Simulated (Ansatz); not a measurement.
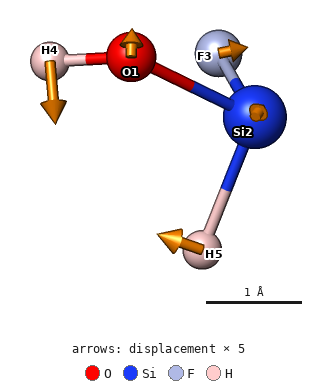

A relaxation of SiH₂OF (charge −1). The starting structure is drawn; orange arrows show the displacements, magnified 5 times. The two geometries are superimposed by the best rigid fit.

Style: ball-and-stick. Shown from a free direction.

The calculation used RKS PBE0-D4/def2-TZVPD (Ansatz). Set-up: force threshold 0.005 eV/Å; at most 200 steps.

What happened in the run?

Answer. After 8 geometry steps the energy has fallen by 0.042 eV. Largest force component: 1 eV/Å at the start, 0.00075 eV/Å at the end. The atom that moves furthest after the best rigid fit is H4 (0.14 Å). By element the largest moves are H 0.14 Å, F 0.07 Å, O 0.06 Å, Si 0.05 Å. Near-neighbour distances that change, for instance: Si2–F3 1.741 → 1.697 Å, O1–Si2 1.695 → 1.731 Å, Si2–H5 1.554 → 1.577 Å. Among the angles between lasting bonds that change: O1–Si2–H5 101.2° → 97.2°, Si2–O1–H4 115.4° → 111.4°.
